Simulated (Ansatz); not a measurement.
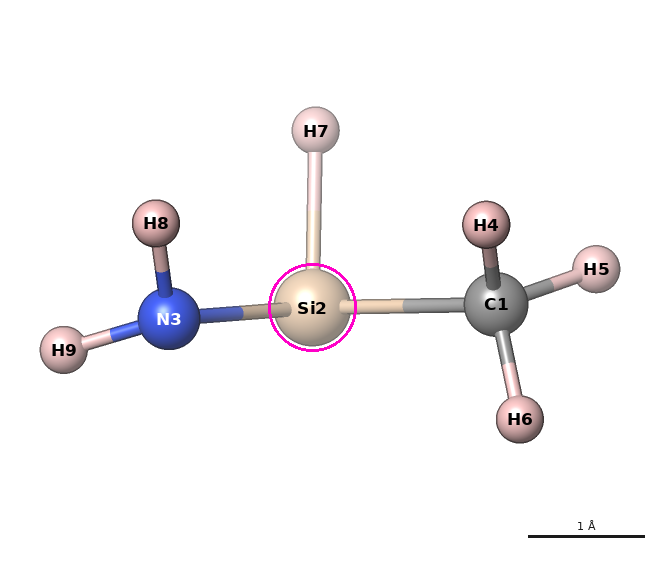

Orthographic view. Distant atoms are faded towards the background colour. The species has charge −1 and is a spin singlet. The geometry was computed by an optimisation with PBE0-D4/def2-TZVPD. No frequency run is at hand to confirm it as a minimum.

Q: Which atoms are bonded to the circled atom?

A: The circled atom is Si2; it is bonded to C1, N3, H7.

Q: Which two atoms are farthest apart in space?

A: H5 and H9, 4.70 Å.

Q: Of Si2 and N3, which is nearer the viewer?

A: N3; the bond to Si2 points away from the viewer, so it looks shorter than its 1.82 Å.
